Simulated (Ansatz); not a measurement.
# AlBFH3O (SMILES B[O][AlH][F]): Born-Oppenheimer dynamics

Aim: follow the atoms for 80 steps of 0.75 fs at constant energy, with velocities drawn for 700 K.

Method: CAM-B3LYP-D4/pcseg-2; program: Ansatz 0.2.0, Gaussian basis.

2 further runs of the same task are left out: 2 that didn't finish.

## (1) Starting geometry

7 atoms, charge 0, spin multiplicity 1.

Atoms are counted from 1 here; the program's logs count them from 0.

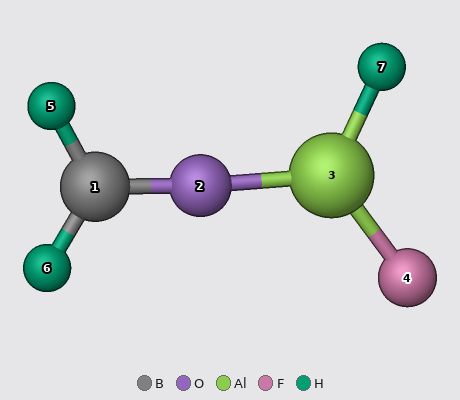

As it starts; boron grey, oxygen purple, aluminium green, fluorine pink, hydrogen teal; atoms are numbered from 1 in the order of the file.

Geometry (Å):

```xyz
7
charge 0, multiplicity 1
B    -0.4343    1.2960    0.7030
O    -0.0465    0.1506    0.1368
Al    0.4110   -1.2300   -0.6670
F     0.9505   -2.5864    0.0943
H    -0.8137    2.1784    0.0203
H    -0.3916    1.4114    1.8731
H     0.3245   -1.2201   -2.1605
```

## (2) Dynamics

The input, md/in.yaml:

```yaml
crystal:
  periodic: [false, false, false]
  atoms:
    - {symbol: B, position_ang: [-0.434270, 1.296030, 0.703020]}
    - {symbol: O, position_ang: [-0.046520, 0.150580, 0.136760]}
    - {symbol: Al, position_ang: [0.411010, -1.229950, -0.667000]}
    - {symbol: F, position_ang: [0.950490, -2.586440, 0.094330]}
    - {symbol: H, position_ang: [-0.813690, 2.178430, 0.020290]}
    - {symbol: H, position_ang: [-0.391560, 1.411410, 1.873140]}
    - {symbol: H, position_ang: [0.324530, -1.220050, -2.160540]}
basis:
  gaussian: {orbitals: pcseg-2}
hamiltonian: {xc: {name: CAM-B3LYP}, dispersion: d4}
md: {n_steps: 80, timestep: 0.75, temperature: 700, ensemble: nve, seed: 30, initial_velocities: maxwell_boltzmann}
```

Launch:

```bash
$ ansatz run in.yaml --threads 2 --pin off --events-out ev --progress --plain --max-ram 3481MiB
```

Before running it: what results should come out? Wanted: temperature at the start; mean temperature, second half; lowest and highest potential energy, from the first frame; largest change of potential + kinetic.

As calculated:

```
                                                 quantity              value
                                                   length  80 steps, 60.0 fs
                                 temperature at the start              700 K
                            mean temperature, second half              468 K
lowest and highest potential energy, from the first frame      0 and 299 meV
                    largest change of potential + kinetic            2.6 meV
```

With no thermostat the total energy should stay fixed; it holds within 2.6 meV, small beside the kinetic energy, so the time step serves. With 7 atoms the instant temperature spans 241 to 700 K. The bonding pattern stays as it was.
